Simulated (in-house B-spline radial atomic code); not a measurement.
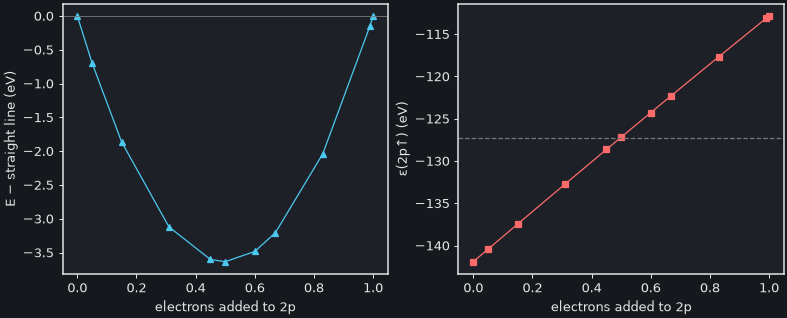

The calculation used an in-house B-spline radial code at this level: scalar-relativistic (spin-free one-electron X2C) TPSSh, spin-polarised, spherical fractional occupations, Fermi nucleus, basis-set limit. The occupation of the 2p shell is varied from Ne⁵⁺ ([He] 2s2 2p1 (high spin)) to Ne⁴⁺ ([He] 2s2 2p2 (high spin)), with spherical fractional occupations. The plot shows the total energy less the straight line between the end points, and the eigenvalue of 2p↑ (the dashed line is minus the energy to take the whole electron out).

> What does the shape say about the method?

The curve is convex (below the straight line), with the largest deviation among the points computed, −3.64 eV, at 0.5. The end points differ by 127.2 eV, the energy to take the electron out. The eigenvalue, which is the slope of the energy (Janak's theorem), moves from −141.9 eV at 0 to −112.8 eV at 1; for a straight line it would stay constant, and a parabola would sag by an eighth of this change, scaled to a whole electron, 3.63 eV. Convexity is the mark of the delocalisation error, which puts fractional charges too low; for p, d and f shells the spherical spreading of the fraction adds to it. Exact exchange at spherical fractional occupations leaves self-interaction in partly filled shells, which adds to the curvature.
